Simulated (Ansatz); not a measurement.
A series of calculations on CH$_{4}$O$_{2}$Si

## 1. Relaxation

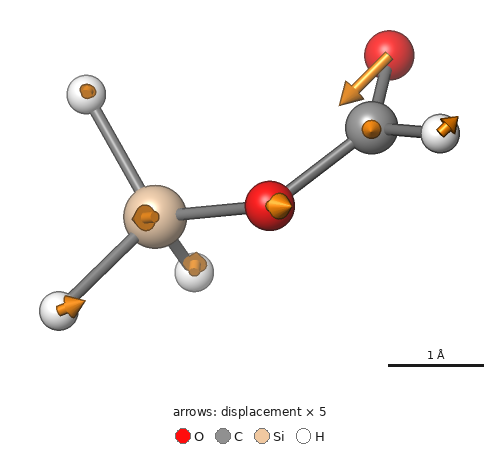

This is a relaxation of CH4O2Si. The starting structure is drawn; orange arrows show the displacements, magnified 5 times. The two geometries are superimposed by the best rigid fit.

Style: ball-and-stick. Shown from a free direction.

The run prepares an end point of a later path (torsion) calculation, from a guessed geometry.

Method: Ansatz 0.2.0, RKS B3LYP/6-31G*.

Input
```yaml
crystal:
  periodic: [false, false, false]
  atoms:
    - { symbol: O, position_ang: [1.5031, -0.2613, 1.3767] }
    - { symbol: C, position_ang: [1.4483, 0.3055, 0.2621] }
    - { symbol: O, position_ang: [0.3877, 0.4097, -0.6144] }
    - { symbol: Si, position_ang: [-1.0074, -0.1925, -0.2752] }
    - { symbol: H, position_ang: [2.339, 0.7822, -0.2016] }
    - { symbol: H, position_ang: [-1.9701, 0.0947, -1.4279] }
    - { symbol: H, position_ang: [-0.9871, -1.6725, -0.0915] }
    - { symbol: H, position_ang: [-1.6213, 0.4771, 0.9161] }
basis:
  gaussian: { orbitals: "6-31G*" }
hamiltonian:
  xc: b3lyp
relax:
  f_tol: 0.015
  max_steps: 40
output:
  orbitals: {}
```

Command:
```bash
ansatz run input.yaml --threads 1 --pin off --max-ram 2048MiB --backend cpu --events-out ev --progress --plain --runs-dir out
```

Describe the change and its energy.

Answer. O1 moves most after the best rigid fit: 0.15 Å. Largest moves by element: O 0.15 Å, Si 0.08 Å, H 0.07 Å, C 0.04 Å. Some distances before and after: O3–Si4 1.557 → 1.718 Å, Si4–H6 1.529 → 1.480 Å, O1–C2 1.252 → 1.208 Å, C2–O3 1.380 → 1.343 Å. Among the angles between lasting bonds that change: O3–Si4–H6 109.1° → 102.7°, H6–Si4–H8 104.9° → 110.5°, O1–C2–O3 129.3° → 124.8°. After 8 accepted moves (9 points after the start) the energy has fallen by 0.607 eV. Largest force component: 6.2 eV/Å at the start, 0.0082 eV/Å at the end. The line search rejected the trial step at point 8 of the run. The run took 68 s on 1 thread of Intel(R) Xeon(R) Processor @ 2.50GHz (Skylake/Cascade Lake), on a shared host, peak memory 0.15 GiB.

## 2. Relaxation

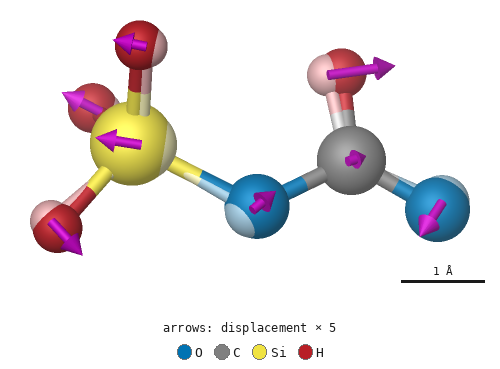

A relaxation of CH4O2Si. The starting structure is drawn faded, the final one solid; purple arrows show the displacements, 5 times their true length. The two geometries are superimposed by the best rigid fit.

A ball-and-stick model, seen at a tilt.

The run prepares an end point of a later path (torsion) calculation, from a guessed geometry.

Method: RKS B3LYP/6-31G* (Ansatz 0.2.0).

Input file:
```yaml
crystal:
  periodic: [false, false, false]
  atoms:
    - { symbol: O, position_ang: [1.5031, -0.2613, 1.3767] }
    - { symbol: C, position_ang: [1.4483, 0.3055, 0.2621] }
    - { symbol: O, position_ang: [0.3877, 0.4097, -0.6144] }
    - { symbol: Si, position_ang: [0.53549, 1.13444, -1.9844] }
    - { symbol: H, position_ang: [2.339, 0.7822, -0.2016] }
    - { symbol: H, position_ang: [-0.79829, 1.07286, -2.72955] }
    - { symbol: H, position_ang: [0.89036, 2.57758, -1.85805] }
    - { symbol: H, position_ang: [1.50957, 0.42946, -2.87804] }
basis:
  gaussian: { orbitals: "6-31G*" }
hamiltonian:
  xc: b3lyp
relax:
  f_tol: 0.015
  max_steps: 40
output:
  orbitals: {}
```

Command:
```bash
ansatz run input.yaml --threads 1 --pin off --max-ram 2048MiB --backend cpu --events-out ev --progress --plain --runs-dir out
```

What happened in the run?

Answer. The energy falls by 14.2 kcal/mol in 7 accepted moves (8 points after the start). Largest force component: 5.7 eV/Å at the start, 0.0065 eV/Å at the end. The line search rejected the trial step at point 7 of the run. The largest move after the best rigid fit is that of H5, 0.17 Å. Largest moves by element: H 0.17 Å, O 0.12 Å, Si 0.11 Å, C 0.06 Å. Some distances before and after: O3–Si4 1.557 → 1.694 Å, O1–C2 1.252 → 1.198 Å, Si4–H6 1.529 → 1.477 Å, C2–O3 1.380 → 1.353 Å. Bond angles that change, for instance: O1–C2–O3 129.3° → 123.1°, H6–Si4–H8 104.9° → 110.9°, O3–C2–H5 108.6° → 113.8°. Cost: 59 s on 1 thread of Intel(R) Xeon(R) Processor @ 2.50GHz (Skylake/Cascade Lake) (shared host), peak memory 0.15 GiB.

## 3. Path

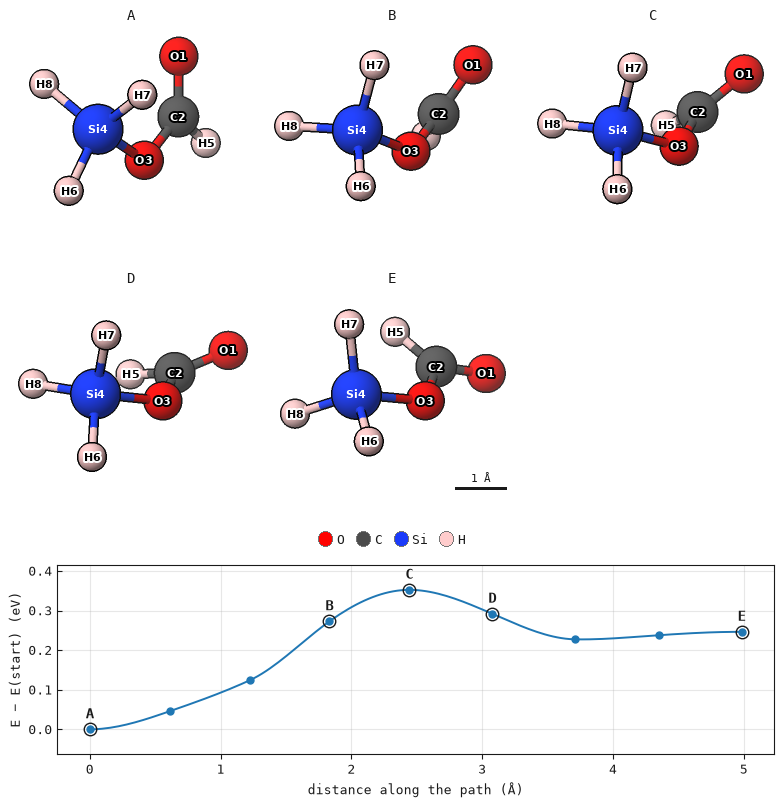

A nudged-elastic-band calculation for CH$_{4}$O$_{2}$Si. Images are numbered from 0 (start) to 8 (end). Frames A to E are images 0, 3, 4, 5, 8. Style: ball-and-stick. Shown from a free direction.

All numbers below come from RKS B3LYP/6-31G* in Ansatz 0.2.0. Settings: 7 movable images; climbing image; force threshold 0.05 eV/Å; iteration limit 42; starting path through a guess of the saddle point.

> What happens along the path, and what is the barrier?

Forward barrier 0.35 eV, backward barrier 0.11 eV, with image 4 at the top; the reaction energy is +0.25 eV. The motion is a rotation about the C2–O3 bond by about 180°. No bond forms or breaks between the ends. Among the angles between lasting bonds that change up to the highest image: C2–O3–Si4 118.4° → 130.6°, O3–Si4–H6 102.7° → 105.6°. The band converged in 18 iterations. The largest component of the band force went from 57 to 0.047 eV/Å. The climbing image converged on the top of the path. Its vibrational analysis gives one imaginary mode (143i cm⁻¹), as a transition state must have.
